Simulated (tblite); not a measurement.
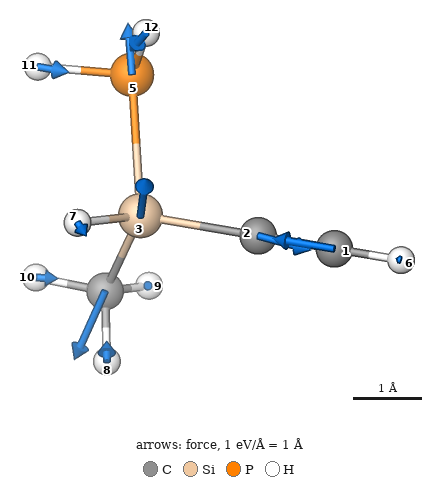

Starting geometry of C₃H₇PSi with the computed forces as blue arrows. The picture is a ball-and-stick view, seen at a tilt.

These are results of GFN2-xTB geometry optimisation, gas phase in tblite, not measurements. 

What follows when this structure is relaxed?

Answer. It isn't relaxed: the largest force vector, on a C atom, is 1.22 eV/Å. The final displacements follow the starting forces only in part (cosine between the two patterns 0.39). An H atom moves most after the best rigid fit: 0.12 Å. Largest moves by element: H 0.12 Å, Si 0.07 Å, C 0.06 Å, P 0.06 Å. Near-neighbour distances that change, for instance: C–Si 1.855 → 1.902 Å, P–Si 2.226 → 2.254 Å, H–P 1.409 → 1.385 Å, C–H 1.097 → 1.087 Å. Bond angles that change, for instance: P–Si–H 106.5° → 114.0°, C–Si–H 111.2° → 107.3°, H–P–H 95.5° → 92.4°. After 39 geometry steps the energy has fallen by 0.101 eV. The run took 0.12 s on 1 thread of AMD EPYC 9R45 96-Core Processor (shared host).
